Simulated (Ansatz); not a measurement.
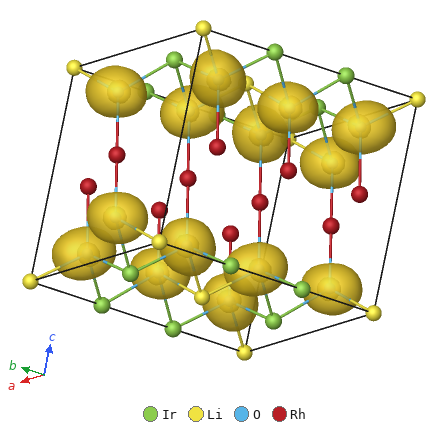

Figure 1: LiIr$_{2}$Rh$_{3}$O$_{6}$. Isosurface of the ELF at 0.65 (yellow), seen at an oblique angle. Only the valence region is drawn (cores and ρ < 0.01 e/Å³ removed). Sticks mark near contacts.

Space group C2/m; built by placing these elements on a known structure type; not relaxed (largest force 2.0 eV/Å); computed pressure about 11 GPa in this cell; computed without spin polarisation.

The calculation used DFT, PAW plane waves, mr2SCAN (Ansatz 0.2.0).

```
Ir Li O Rh
1.0
     5.03388    0.00000    0.00000
     0.00000    8.71253    0.00000
    -1.71350    0.00000    5.95021
Ir Li O Rh
4 2 12 6
Cartesian
  0.0000 2.9091 0.0000
  2.5169 7.2654 0.0000
  0.0000 5.8034 0.0000
  2.5169 1.4472 0.0000
  0.0000 0.0000 0.0000
  2.5169 4.3563 0.0000
  1.7132 0.0000 1.1305
  4.2301 4.3563 1.1305
  -0.9097 4.3563 4.8197
  1.6072 0.0000 4.8197
  1.7039 2.8926 0.9877
  4.2209 7.2488 0.9877
  -0.9005 7.2488 4.9625
  1.6164 2.8926 4.9625
  -0.9005 1.4637 4.9625
  1.6164 5.8200 4.9625
  1.7039 5.8200 0.9877
  4.2209 1.4637 0.9877
  -0.8568 7.2488 2.9751
  1.6602 2.8926 2.9751
  -0.8568 1.4637 2.9751
  1.6602 5.8200 2.9751
  -0.8568 4.3563 2.9751
  1.6602 0.0000 2.9751
```

Identify the bonds, lone pairs and shells in this picture.

Answer. The surface consists of twelve regions wrapped around O (the valence shell of each), counted in one cell of 24 atoms. Any copies at cell faces, edges or corners count once.

Values along the shortest contacts:
Rh–O (1.85 Å): the ELF peaks at about 0.85 in the valence shell of O, 0.5 Å from its nucleus, and is about 0.20 at the midpoint. Ir–O (1.93 Å): the ELF peaks at about 0.80 in the valence shell of O, 0.6 Å from its nucleus, and is about 0.20 at the midpoint (no localised pair shows between them).
